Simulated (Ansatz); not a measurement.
# Σ5 (210) boundary in bcc W: structure and resistance, part 3 of 3

Aim: the relaxed structure and the specific resistance of the Σ5 (210) boundary in bcc W.

Ansatz 0.2.0; Ansatz plane-wave DFT, PBE, PAW files; relaxation of a bicrystal slab with its lowest layers held; PAW set soft_1 (the session's first sound run).

So far. Step 3 (Transmission across the boundary): Over the solved energies the transmission per spin lies between 1.22 and 1.23, out of 2.65 channels of the lead on average (up to 2.83). The log calls the step of a lead's potential too much. Step 4 (Specific resistance): Averaged over the energies near the Fermi level, 46.1 % of the channels pass, which makes 1.27 fΩ m².

### Step 5. Single-crystal slab for reference

This step: Ansatz plane-wave DFT, PBE, PAW files; relaxation of a single-crystal slab with its lowest layers held; PAW set soft_1 (Ansatz 0.2.0).

System of this step: W slab, plane (2, 1, 0). The cell holds 28 atoms: 28 W. Its edges and angles: a = 7.077 Å, b = 3.165 Å, c = 30.107 Å, α = 90.0°, β = 90.0°, γ = 90.0°. It derives from W. Vacuum lies along c.

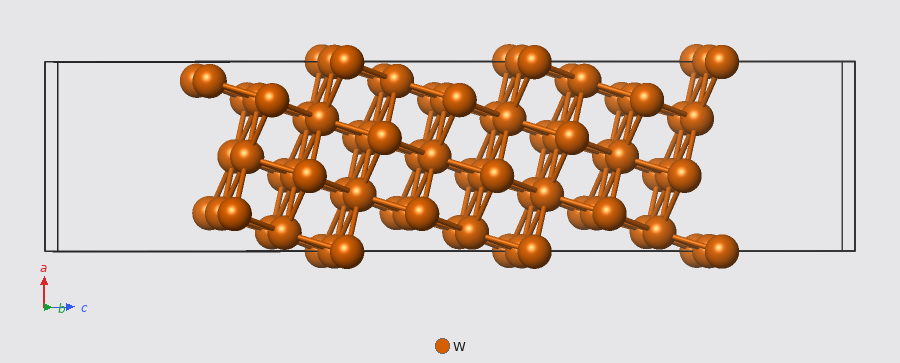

The cell of this step (tungsten orange). 1×2×1 cells are drawn. Some periodic images of atoms are drawn too.

input.yaml

```yaml
crystal:
  lattice:
    - [7.0767079352, 0.0, 0.0]
    - [0.0, 3.1648, 0.0]
    - [0.0, 0.0, 30.1071114245]
  atoms:
    - { symbol: W, position: [0.8999999998, 0.5, 0.1660737202] }
    - { symbol: W, position: [0.1999999999, 0.0, 0.1895788245] }
    - { symbol: W, position: [0.4999999999, 0.5, 0.2130839288] }
    - { symbol: W, position: [0.7999999999, 0.0, 0.2365890331] }
    - { symbol: W, position: [0.0999999999, 0.5, 0.2600941373] }
    - { symbol: W, position: [0.3999999999, 0.0, 0.2835992416] }
    - { symbol: W, position: [0.6999999999, 0.5, 0.3071043459] }
    - { symbol: W, position: [0.9999999999, 0.0, 0.3306094502] }
    - { symbol: W, position: [0.2999999999, 0.5, 0.3541145545] }
    - { symbol: W, position: [0.5999999999, 0.0, 0.3776196587] }
    - { symbol: W, position: [0.8999999999, 0.5, 0.401124763] }
    - { symbol: W, position: [0.1999999999, 0.0, 0.4246298673] }
    - { symbol: W, position: [0.4999999999, 0.5, 0.4481349716] }
    - { symbol: W, position: [0.7999999999, 0.0, 0.4716400758] }
    - { symbol: W, position: [0.0999999999, 0.5, 0.4951451801] }
    - { symbol: W, position: [0.3999999999, 0.0, 0.5186502844] }
    - { symbol: W, position: [0.6999999999, 0.5, 0.5421553887] }
    - { symbol: W, position: [0.9999999999, 0.0, 0.5656604929] }
    - { symbol: W, position: [0.2999999999, 0.5, 0.5891655972] }
    - { symbol: W, position: [0.6, 0.0, 0.6126707015] }
    - { symbol: W, position: [0.9, 0.5, 0.6361758058] }
    - { symbol: W, position: [0.2, 0.0, 0.6596809101] }
    - { symbol: W, position: [0.5, 0.5, 0.6831860143] }
    - { symbol: W, position: [0.8, 0.0, 0.7066911186] }
    - { symbol: W, position: [0.1, 0.5, 0.7301962229] }
    - { symbol: W, position: [0.4, 0.0, 0.7537013272] }
    - { symbol: W, position: [0.7, 0.5, 0.7772064314] }
    - { symbol: W, position: [0.0, 0.0, 0.8007115357] }
kpoints:
  mp_grid: { grid: [4, 7, 1] }
hamiltonian:
  xc: pbe
  pseudopotentials: { kind: paw, azcp: { folder: soft_1 } }
scf:
  occupations: { method: fermi_dirac, width: 0.1 }
relax:
  f_tol: 0.03
  max_steps: 80
  constraints: [{ sites: [0, 1, 2, 3, 4] }]
```

Started as:

```console
$ ansatz run input.yaml --threads 8 --pin off --max-ram 15360MiB --backend cpu --events-out ev --progress --plain --runs-dir out
```

Numbers of over 12 decimals in the logs are rounded to 6 here.

Log:

```text
Warning: crystal.symmetry: narrowed to the stabiliser of the relax constraints — unitary ops 4 → 2; lowered at sites 0, 1, 2, 3, 4, 23, 24, 25, 26, 27 (the operations that carried what is held of a site onto what its image site leaves free; the constrained walk keeps no symmetry that its constraints do not admit)
[...]
Crystal: 28 atoms, lattice volume = 674.290 Å³
Basis set: ecut = 420 eV, 13145 PW (Γ), exchange–correlation on 96×48×432 points (8 copies of the dense FFT grid, shifted against one another)
Bands: 236, of which v1, the nominal top of the filled ones, is band 196 counted from 1 (195 counted from 0)
Symmetry: 2 space group operations
k-points: 12 of 28 (time reversal used)
[...]
SCF iter   1: F=—  HF=-290806.412139 eV  |F-HF|=—  |Δ(HF+E_count)|=         —  Δρ=5.76e-2  dr2=2.42e2  ethr=3.10e-3  ⟨swp⟩=8.4  Hψ=12928  notcnv=0
[...]
SCF iter   9: F=-290795.092390 eV  HF=-290795.092392 eV  |F-HF|=2.29e-6  |Δ(HF+E_count)|=   4.90e-6  Δρ=1.39e-5  dr2=4.57e-6  ethr=5.74e-9  ⟨swp⟩=5.2  Hψ=8796  notcnv=0
SCF 1 converged in 9 iterations: F = -290795.092390 eV  dr2 = 4.57e-6
[...]
relax step   1: F+E_penalty+E_count = -290795.09238994 eV  Δ(F+E_penalty+E_count) = +0.000e0 eV  max|allowed force component| = 1.820e0 eV/Å  Δτ_max = 0.0000 Å  (9 SCF iters, dr2 threshold 2.25e-5 eV, accepted)
[...]
SCF iter   1: F=—  HF=-290795.379982 eV  |F-HF|=—  |Δ(HF+E_count)|=         —  Δρ=7.94e-3  dr2=1.88e0  ethr=3.66e-4  ⟨swp⟩=2.2  Hψ=9481  notcnv=0
eigensolver tolerance schedule calibrated: the retry pair's looser diagonalisation under-reported the residual by θ = 0.24 (0.26/decade); ethr = c·dr2/N_el runs at the constant in force after the calibration composes with the one it found (an armed cap, an earlier calibration), c = 1.5e-2
[...]
SCF iter   2: F=—  HF=-290795.340918 eV  |F-HF|=—  |Δ(HF+E_count)|=   3.91e-2  Δρ=4.17e-3  dr2=5.16e-1  ethr=7.36e-5  ⟨swp⟩=4.3  Hψ=7095  notcnv=0  defer=1
[...]
SCF iter   6: F=-290795.265201 eV  HF=-290795.265216 eV  |F-HF|=1.49e-5  |Δ(HF+E_count)|=   4.41e-5  Δρ=3.93e-5  dr2=2.67e-5  ethr=3.92e-9  ⟨swp⟩=2.0  Hψ=11048  notcnv=0
SCF 2 converged in 6 iterations: F = -290795.265201 eV  dr2 = 2.67e-5
relax step   2: F+E_penalty+E_count = -290795.26520127 eV  Δ(F+E_penalty+E_count) = -1.728e-1 eV  max|allowed force component| = 1.215e0 eV/Å  Δτ_max = 0.1949 Å  (6 SCF iters, dr2 threshold 1.00e-4 eV, accepted)
[...]
SCF iter   6: F=-290795.373870 eV  HF=-290795.373887 eV  |F-HF|=1.71e-5  |Δ(HF+E_count)|=   7.99e-6  Δρ=4.99e-5  dr2=3.93e-5  ethr=2.36e-8  ⟨swp⟩=2.8  Hψ=11326  notcnv=0
SCF 3 converged in 6 iterations: F = -290795.373870 eV  dr2 = 3.93e-5
relax step   3: F+E_penalty+E_count = -290795.37386972 eV  Δ(F+E_penalty+E_count) = -1.087e-1 eV  max|allowed force component| = 1.966e-1 eV/Å  Δτ_max = 0.1745 Å  (6 SCF iters, dr2 threshold 9.23e-5 eV, accepted)
[...]
relax step   4: F+E_penalty+E_count = -290795.38088227 eV  Δ(F+E_penalty+E_count) = -7.013e-3 eV  max|allowed force component| = 4.829e-2 eV/Å  Δτ_max = 0.0441 Å  (6 SCF iters, dr2 threshold 2.42e-6 eV, accepted)
SCF iter   1: F=—  HF=-290795.380835 eV  |F-HF|=—  |Δ(HF+E_count)|=         —  Δρ=6.83e-4  dr2=4.15e-3  ethr=2.60e-5  ⟨swp⟩=2.7  Hψ=4820  notcnv=0
[...]
SCF iter   7: F=-290795.381530 eV  HF=-290795.381530 eV  |F-HF|=2.15e-9  |Δ(HF+E_count)|=   1.85e-8  Δρ=8.96e-7  dr2=1.11e-8  ethr=2.55e-11  ⟨swp⟩=5.1  Hψ=8770  notcnv=0
SCF 5 converged in 7 iterations: F = -290795.381530 eV  dr2 = 1.11e-8
relax step   5: F+E_penalty+E_count = -290795.38152995 eV  Δ(F+E_penalty+E_count) = -6.477e-4 eV  max|allowed force component| = 9.914e-3 eV/Å  Δτ_max = 0.0115 Å  (7 SCF iters, accepted)
SCF converged after 7 iterations
Free energy (F): -290795.381530 eV
[...]
Internal energy: -290794.832656 eV  (E = F + TS)
E sigma→0 (E₀):  -290795.107093 eV
Entropy (-TS):   -0.548874 eV (-19.603 meV/atom)
Fermi energy:    13.346440 eV
[...]
--- Forces (eV/Å), atoms counted from 1 ---
  atom   1  W      0.70185696    -0.00000000     1.82335768
  atom   2  W     -0.86915695     0.00000000     0.14980953
  atom   3  W     -0.14740946     0.00000000    -0.34578511
  atom   4  W      0.14775597    -0.00000000    -1.12744297
  atom   5  W      0.17229228    -0.00000000    -0.50305731
  atom   6  W      0.00167867     0.00000000     0.00420817
  atom   7  W      0.00221924     0.00000000     0.00097998
  atom   8  W      0.00096258    -0.00000000     0.00449756
  atom   9  W     -0.00307804     0.00000000    -0.00505465
  atom  10  W      0.00025200    -0.00000000     0.00372905
  atom  11  W      0.00095515    -0.00000000    -0.00252158
  atom  12  W      0.00170703    -0.00000000     0.00037407
  atom  13  W     -0.00150146     0.00000000     0.00117817
  atom  14  W      0.00042438     0.00000000    -0.00430647
  atom  15  W     -0.00049965    -0.00000000     0.00381215
  atom  16  W     -0.00140053    -0.00000000    -0.00449350
  atom  17  W     -0.00122700     0.00000000     0.00543840
  atom  18  W      0.00363687     0.00000000    -0.00560266
  atom  19  W     -0.00294724     0.00000000     0.00901580
  atom  20  W     -0.00278416     0.00000000    -0.00991378
  atom  21  W     -0.00215864     0.00000000     0.00282452
  atom  22  W     -0.00288685     0.00000000    -0.00762895
  atom  23  W      0.00424697    -0.00000000    -0.00011325
  atom  24  W     -0.00030519     0.00000000    -0.00038657
  atom  25  W     -0.00328626    -0.00000000    -0.00688880
  atom  26  W     -0.00032916     0.00000000     0.00484714
  atom  27  W      0.00309428    -0.00000000     0.00899177
  atom  28  W     -0.00216561     0.00000000     0.00012182
  max |Σ_I F_I| component: 5.38e-5 eV/Å
--- Relaxed structure (5 steps of the walk, 5 accepted, 0 SCFs on fresh bases) ---
  F+E_penalty+E_count = -290795.38152995 eV   max|allowed force component| = 9.914e-3 eV/Å
  atoms:
    - { symbol: W, position: [0.900000, 0.500000, 0.166074] }
    - { symbol: W, position: [0.200000, 0.0, 0.189579] }
    - { symbol: W, position: [0.500000, 0.500000, 0.213084] }
    - { symbol: W, position: [0.800000, 0.0, 0.236589] }
    - { symbol: W, position: [0.100000, 0.500000, 0.260094137325] }
    - { symbol: W, position: [0.401616, -4.0109166289971904e-19, 0.283027] }
    - { symbol: W, position: [0.701928, 0.500000, 0.307826] }
    - { symbol: W, position: [1.001263, -3.136486991868484e-19, 0.331494] }
    - { symbol: W, position: [0.300599, 0.500000, 0.354692] }
    - { symbol: W, position: [0.599679, 0, 0.378690] }
    - { symbol: W, position: [0.900372, 0.500000, 0.402479] }
    - { symbol: W, position: [0.200373, 0, 0.426271] }
    - { symbol: W, position: [0.500319, 0.500000, 0.449980] }
    - { symbol: W, position: [0.800255, 0, 0.473890] }
    - { symbol: W, position: [0.100610, 0.500000, 0.497540] }
    - { symbol: W, position: [0.400537, -1.3321360914048514e-19, 0.521406] }
    - { symbol: W, position: [0.700535, 0.500000, 0.545147] }
    - { symbol: W, position: [1.000493, -1.2227876933516463e-19, 0.568923] }
    - { symbol: W, position: [0.301157, 0.500000, 0.592741] }
    - { symbol: W, position: [0.600009, 0, 0.616593] }
    - { symbol: W, position: [0.899998, 0.500000, 0.639984] }
    - { symbol: W, position: [0.199062, 2.3290355039047273e-19, 0.663729] }
    - { symbol: W, position: [0.498841, 0.500000, 0.688427] }
    - { symbol: W, position: [0.799070, 2.309050530288532e-19, 0.710749] }
    - { symbol: W, position: [0.102414, 0.500000, 0.735628] }
    - { symbol: W, position: [0.406142, -1.5246773936606171e-18, 0.758903] }
    - { symbol: W, position: [0.706503, 0.500000, 0.780809] }
    - { symbol: W, position: [-0.00739535, 1.8359203686371676e-18, 0.799858] }
```

It took 3.6 min on 8 threads of Intel Xeon at 2.50GHz (Skylake/Cascade Lake), shared host; peak memory 5.5 GiB.

Relaxation path:

```csv
step,energy less that of the first step (eV),largest force component (eV/Å)
1,0.0000,1.8196
2,-0.1728,1.2154
3,-0.2815,0.1966
4,-0.2885,0.0483
5,-0.2891,0.0099
```

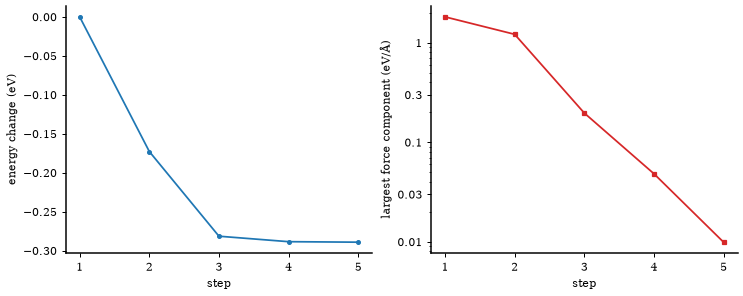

Energy and largest force along the relaxation.

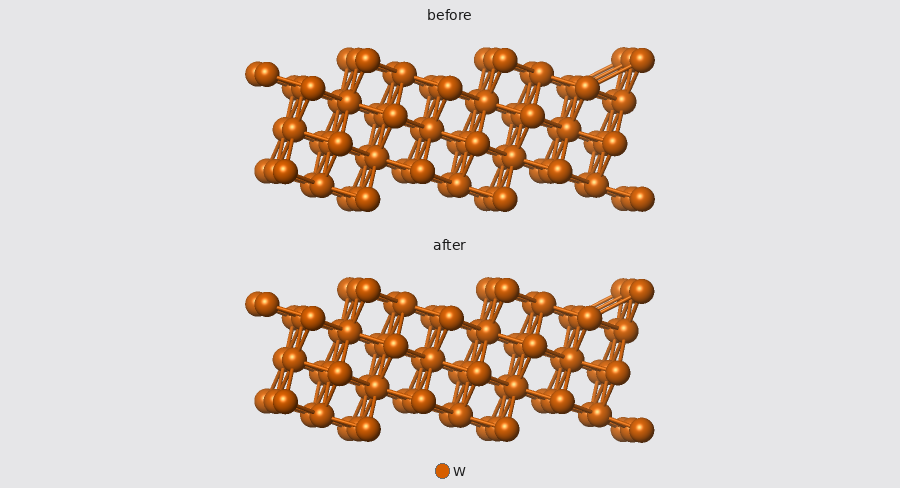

The structure before and after the relaxation, drawn at the same scale.

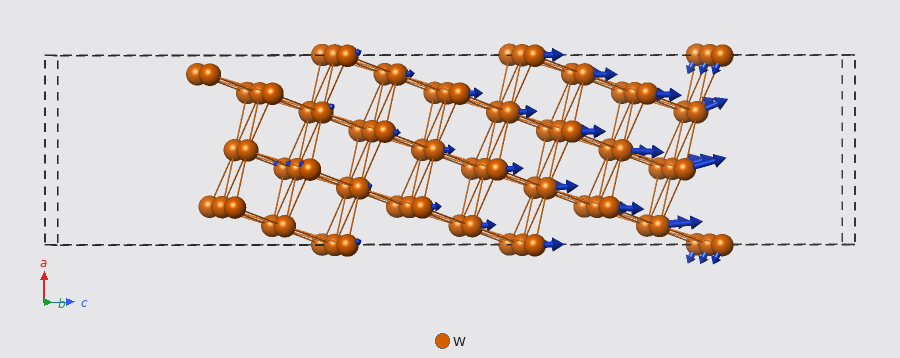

Displacements in the relaxation, exaggerated; the longest in the cell stands for 0.16 Å. 1×2×1 cells are drawn. Some periodic images of atoms are drawn too.

The atoms that moved most (Å):

```csv
atom,dx,dy,dz,length
W25,0.017,0.000,0.164,0.164
W26,0.043,0.000,0.157,0.163
W23,-0.008,0.000,0.158,0.158
W24,-0.007,0.000,0.122,0.122
W22,-0.007,0.000,0.122,0.122
W20,0.000,0.000,0.118,0.118
W27,0.046,0.000,0.108,0.118
W21,0.000,0.000,0.115,0.115
```

Final coordinates:

```cif
data_structure
_symmetry_space_group_name_H-M 'P 1'
_symmetry_Int_Tables_number 1
_cell_length_a 7.0767
_cell_length_b 3.1648
_cell_length_c 30.1071
_cell_angle_alpha 90.000
_cell_angle_beta 90.000
_cell_angle_gamma 90.000
_cell_volume 674.29
loop_
_atom_site_label
_atom_site_type_symbol
_atom_site_fract_x
_atom_site_fract_y
_atom_site_fract_z
_atom_site_occupancy
W1 W 0.90000 0.50000 0.16607 1
W2 W 0.20000 0.00000 0.18958 1
W3 W 0.50000 0.50000 0.21308 1
W4 W 0.80000 0.00000 0.23659 1
W5 W 0.10000 0.50000 0.26009 1
W6 W 0.40162 0.00000 0.28303 1
W7 W 0.70193 0.50000 0.30783 1
W8 W 0.00126 0.00000 0.33149 1
W9 W 0.30060 0.50000 0.35469 1
W10 W 0.59968 0.00000 0.37869 1
W11 W 0.90037 0.50000 0.40248 1
W12 W 0.20037 0.00000 0.42627 1
W13 W 0.50032 0.50000 0.44998 1
W14 W 0.80025 0.00000 0.47389 1
W15 W 0.10061 0.50000 0.49754 1
W16 W 0.40054 0.00000 0.52141 1
W17 W 0.70053 0.50000 0.54515 1
W18 W 0.00049 0.00000 0.56892 1
W19 W 0.30116 0.50000 0.59274 1
W20 W 0.60001 0.00000 0.61659 1
W21 W 0.90000 0.50000 0.63998 1
W22 W 0.19906 0.00000 0.66373 1
W23 W 0.49884 0.50000 0.68843 1
W24 W 0.79907 0.00000 0.71075 1
W25 W 0.10241 0.50000 0.73563 1
W26 W 0.40614 0.00000 0.75890 1
W27 W 0.70650 0.50000 0.78081 1
W28 W 0.99260 0.00000 0.79986 1
```

Numbers from this step:

```
free energy             : -290795.3815 eV
energy at zero smearing : -290795.1071 eV
Fermi energy            : 13.35 eV
```

The largest force component on a free atom ends at 0.0099 eV/Å, under the tolerance of 0.03, after 5 steps.

### Step 6. Bulk reference

This step: Ansatz plane-wave DFT, PBE, PAW files; bulk reference; PAW set soft_1 (Ansatz 0.2.0).

System of this step: W. It takes space group Im-3m (No. 229, cubic). The conventional cell has a = 3.165 Å, b = 3.165 Å, c = 3.165 Å, α = 90.00°, β = 90.00°, γ = 90.00°. Nearest to W lie 8 W at 2.74 Å.

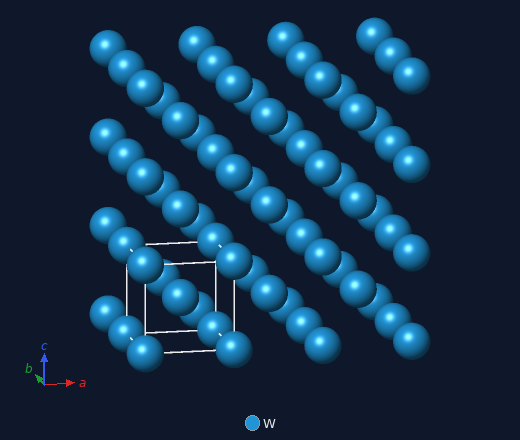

The cell of this step (tungsten blue). 3×2×3 conventional cells are drawn. Some periodic images of atoms are drawn too.

input.yaml, the sections that differ from step 5:

```yaml
crystal:
  lattice:
    - [-1.5824, 1.5824, 1.5824]
    - [1.5824, -1.5824, 1.5824]
    - [1.5824, 1.5824, -1.5824]
  atoms:
    - { symbol: W, position: [0.0, 0.0, 0.0] }
kpoints:
  mp_grid: { grid: [19, 19, 19] }
# hamiltonian, scf: as in step 5
# relax: removed
```

Log:

```text
[...]
Crystal: 1 atoms, lattice volume = 15.849 Å³
Basis set: ecut = 420 eV, 321 PW (Γ)
Bands: 11, of which v1, the nominal top of the filled ones, is band 7 counted from 1 (6 counted from 0)
Symmetry: 48 space group operations
[...]
k-points: 220 of 6859
[...]
SCF iter   1: F=—  HF=-10386.114845 eV  |F-HF|=—  |Δ(HF+E_count)|=         —  Δρ=6.30e-2  dr2=5.37e-1  ethr=3.10e-3  ⟨swp⟩=5.0  Hψ=12597  notcnv=0
[...]
SCF iter   6: F=-10385.924644 eV  HF=-10385.924644 eV  |F-HF|=9.20e-10  |Δ(HF+E_count)|=   1.49e-8  Δρ=3.40e-6  dr2=1.25e-9  ethr=6.35e-10  ⟨swp⟩=1.0  Hψ=6462  notcnv=0
SCF 1 converged in 6 iterations: F = -10385.924644 eV  dr2 = 1.25e-9
[...]
SCF converged after 6 iterations
Free energy (F): -10385.924644 eV
[...]
Internal energy: -10385.910479 eV  (E = F + TS)
E sigma→0 (E₀):  -10385.917561 eV
Entropy (-TS):   -0.014165 eV (-14.165 meV/atom)
Fermi energy:    22.404939 eV
[...]
```

It took 0.84 s on 8 threads; peak memory 0.32 GiB.

This step gave:

```
free energy             : -10385.9246 eV
energy at zero smearing : -10385.9176 eV
Fermi energy            : 22.40 eV
```

### Step 7. Boundary energy

This step: Ansatz plane-wave DFT, PBE, PAW files; bicrystal less single-crystal slab less bulk atoms, a boundary area; PAW set soft_1 (Ansatz 0.2.0).

Numbers from this step:

```
excess energy of the cell : 3.660 eV
boundary energy           : 2.618 J/m²
```

The boundary costs 2.6 J/m².

By hand: 3.66 eV / 22.40 Å² × 16.02 = 2.62 J/m².

### Step 8. Summary of results

```
specific resistance of the boundary : 1.27 fΩ m²
share of channels that pass         : 0.461
boundary energy                     : 2.62 J/m²
```

What this shows: The boundary has a specific resistance of 1.3 fΩ m² and an energy of 2.6 J/m². The boundary reflects 54 % of the channels; 1.3 fΩ m² is 13×10⁻¹² Ω·cm². That equals the resistance of 23 nm of bulk W at 300 K (measured 5.44 µΩ cm, CRC Handbook of Chemistry and Physics, 84th ed., 2003, Electrical Resistivity of Pure Metals). One starting structure was relaxed; another shift or atom count at the boundary may lie lower. Spin-orbit coupling is left out, which matters for W. A lead's potential steps by up to 45 meV from period to period, which the log calls too much, so longer leads could move the result.

[Logs are printed without paths, hosts, clocks, repeated set-up lines and the standing remarks that a program may print on its own settings, such as how far it seeks lower states.]

[Hosts, paths, dates, database ids (printed as entryN), source tags and the programs' standing remarks are cut or masked in the printed files.]
